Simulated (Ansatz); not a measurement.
# Tunnelling across a broken V chain: predicting one gap

Set-up. Ansatz 0.2.0, plane waves with PAW datasets at the program's default cutoffs, Fermi-Dirac smearing of 0.05 eV, chains in boxes 7.5 Å wide or more, moments seeded when the perfect chain is relaxed. PBE, no spin-orbit coupling; one bond is opened by s Å beyond its relaxed length, the other atoms of a straight cell of 12 kept, with parallel moments across the gap, and the conductance taken at 300 K.

```
   run   G (G₀)  largest error term (%)    s     ln G
+1.2 Å    1.073                       0  1.2  0.07073
+1.8 Å    0.598                       2  1.8  −0.5142
+2.5 Å   0.2205                       3  2.5   −1.512
+3.3 Å  0.05811                       4  3.3   −2.845
```

One run is withheld: run = +4.2 Å, with s = 4.2. Fit a straight line ln G = a + b × s to the 4 rows shown and predict it.

**Fit.** The means are 2.2 for s and −1.2 for ln G. The sum of products of deviations is −3.448 and the sum of squares in s is 2.46, so b = −3.448 / 2.46 = −1.402 and a = −1.2 − (−1.402) × 2.2 = 1.884. The residuals' standard deviation, with 2 degrees of freedom, is σ = 0.17.

**Prediction.** ln G = 1.884 + (−1.402) × 4.2 = −4.004, that is 0.0182 G₀. The run gave 0.0125 G₀ (ln G = −4.379), so the prediction less the run is +0.38. The standard error of a prediction there, σ√(1 + 1/4 + (4.2 − 2.2)²/2.46), is 0.28, and the miss is 1.3 times that, for a point outside the fitted range. With so few rows σ is itself uncertain.

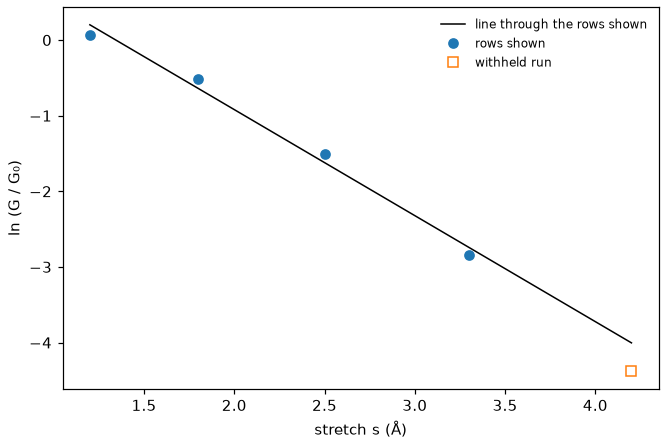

The fitted line, the rows shown and the withheld run.

Caveats: Between neighbouring runs the slope of ln G lies between −1.70 and −0.97 per Å, so one exponential is an approximation; it is flattest at the narrowest gap, nearest to contact. Error terms (up to 6 %, withheld run included) bound how much a small miss can mean. No image potential, spin-orbit coupling or relaxation; a bent or dimerised chain may be lower in energy. Series of this kind are told only where this holds: one magnetic state in all runs, error terms under 60 %, and the runs' own leads conduct as the perfect chain does. 36 of 42 did.

[Logs are printed without paths, hosts, clocks, repeated set-up lines and the standing remarks that a program may print on its own settings, such as how far it seeks lower states.]
